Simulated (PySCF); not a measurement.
## Electronic structure of C3H7FOSi in real space

Input file:

```
{"job": {"kind": "uv", "xc": "CAM-B3LYP", "basis": "def2-SVPD", "nstates": 8, "ntriplets": 3}, "charge": 0, "multiplicity": 1}
C     -1.435589     0.550945    -0.706887
C     -0.742499     0.450156     0.643109
F     -1.685305     0.094116     1.610460
Si     0.680182    -0.839198     0.702670
C      2.023691    -0.248612    -0.543293
O      1.895718     0.696908    -1.278247
H     -0.713729     0.865375    -1.455235
H     -2.243977     1.278532    -0.666110
H     -1.853072    -0.411623    -0.993854
H     -0.391575     1.443655     0.951777
H      0.215774    -2.155031     0.259400
H      1.278757    -0.890535     2.036397
H      2.967234    -0.834203    -0.577914
```

Run with:

```sh
OMP_NUM_THREADS=1 python probes_run.py task.json out
```

Geometry: GFN2-xTB.

Method: CAM-B3LYP/def2-SVPD, SCF density, gas phase (PySCF).

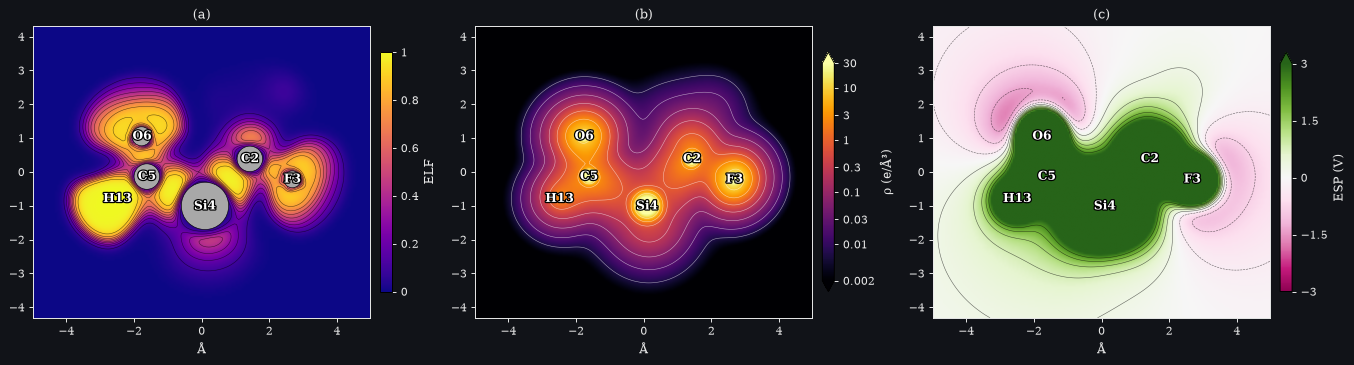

Figure 1. (a) electron localisation function; (b) total electron density; (c) electrostatic potential on the plane of atoms C2, Si4 and C5. Grey discs cover the atomic cores in the ELF map.

**Read the bonding off the picture.**

Atoms in the plane: C, F, Si, O and H. C–O (1.20 Å): the density is about 3.4 e/Å³ at the midpoint; the ELF peaks at about 0.85 between the atoms; a short, multiple covalent bond. C–F (1.40 Å): the density is about 2 e/Å³ at the midpoint, with its minimum of 1.5 e/Å³ about 0.5 Å from C; the ELF peaks at about 0.85 between the atoms: a shared but strongly polarised pair. C–Si (1.92 Å): ρ is about 0.95 e/Å³ halfway; the ELF peaks at about 1 between the atoms, as expected for a shared electron pair. C–H (1.11 Å): the density is about 2 e/Å³ at the midpoint; the ELF climbs to about 1 towards the hydrogen, as it does in any bond to H; a covalent bond by its length. The ELF also peaks beside F3 and O6, away from the bonds: lone-pair regions. Outside the dense part of the molecule the potential is most negative (−1.7 V) near O6.

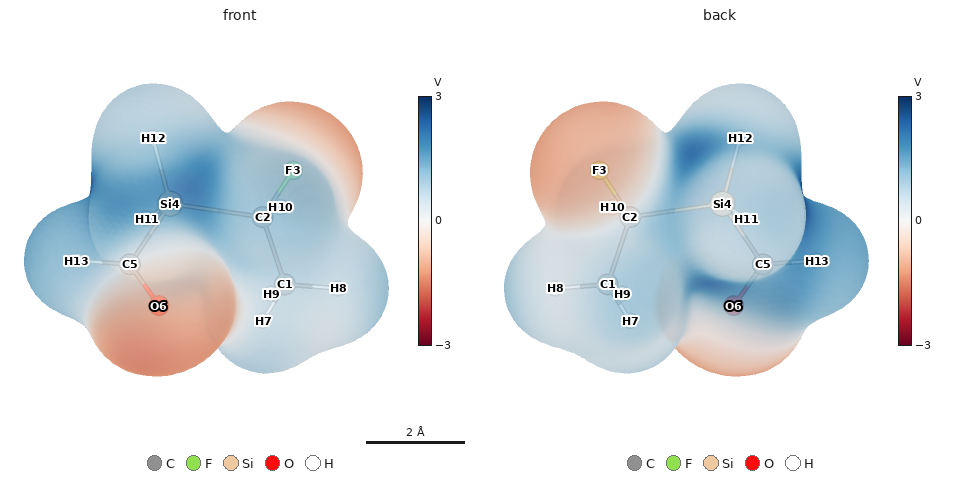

Figure 2. The electrostatic potential painted on the density surface at 0.004 e/bohr³, seen from the front and from behind; the colour scale runs from red (negative) to blue (positive).

**Describe the electrostatic potential map.**

The most negative region (about −1.5 V, or −35 kcal/mol for a unit charge) lies over O6, the most positive (about +2.6 V, or +60 kcal/mol for a unit charge) over Si4. O6 is the likeliest acceptor of a hydrogen bond.
